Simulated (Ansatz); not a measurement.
## How methods differ on SiNH5 (Si(NH2)H3)

SiNH5 has 7 atoms, charge 0, and is taken as a singlet. As SMILES, `[H][Si]([H])([H])N`. Geometry: relaxed at GFN2-xTB.

```xyz
7

Si   -0.0007    0.0024   -0.6830
N     0.0907    0.1787    1.0286
H     0.7077   -0.4282    1.5438
H    -0.7637    0.3074    1.5458
H     1.3878   -0.0099   -1.1355
H    -0.7479    1.1693   -1.1461
H    -0.6738   -1.2197   -1.1536
```

Each level gives the energy change with the Si1–H5 bond stretched from 1.460 to 2.191 Å (eV). The values are calculated.

```
                       level                    kind  program  value (eV)  less FCI/STO-3G  CPU time (all runs)
      HF/STO-3G (restricted)            Hartree–Fock   Ansatz        3.94            +1.08               0.16 s
   SVWN5/STO-3G (restricted)                     LDA   Ansatz        2.90            +0.04                1.4 s
  r2SCAN/STO-3G (restricted)                meta-GGA   Ansatz        3.01            +0.15                4.6 s
 r2SCAN0/STO-3G (restricted)         hybrid meta-GGA   Ansatz        3.28            +0.42                4.6 s
 wB97M-V/STO-3G (restricted)  range-separated hybrid   Ansatz        3.24            +0.38                 35 s
   wB97X/STO-3G (restricted)  range-separated hybrid   Ansatz        3.32            +0.46                  9 s
     MP2/STO-3G (restricted)     perturbation theory   Ansatz        3.37            +0.51               0.18 s
CCSDT(Q)/STO-3G (restricted)   coupled cluster or CI   Ansatz        2.86             0.00               0.53 s
                  FCI/STO-3G      exact in the basis   Ansatz        2.86             0.00                 21 s
```

FCI/STO-3G is exact within its basis and frozen core, so for wave-function methods in that basis the difference is their error; functionals converge differently with the basis, so for them it is only a difference. A spin-restricted reference rises too steeply as a bond breaks; here HF/STO-3G, r2SCAN0/STO-3G, wB97X/STO-3G, MP2/STO-3G lie well above the multireference or unrestricted value. The first shape isn't each level's own minimum. The values span 2.86 to 3.94 eV. All rows use very small basis sets, so none should be taken for the real molecule's value. In so small a basis fixed costs decide the times, and correlated methods can beat functionals. CPU times are rough (shared hosts, several kinds of processor and program).

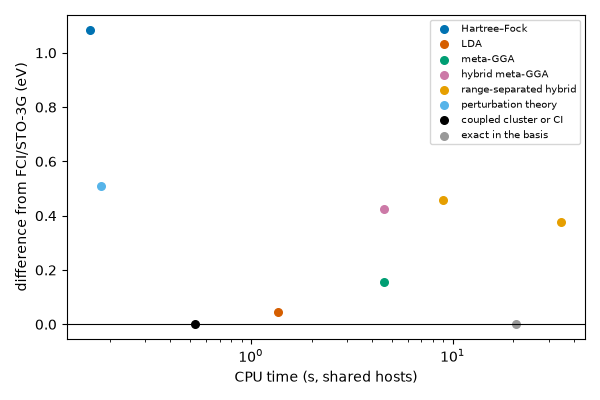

Difference from FCI/STO-3G against processor time, one point a level.
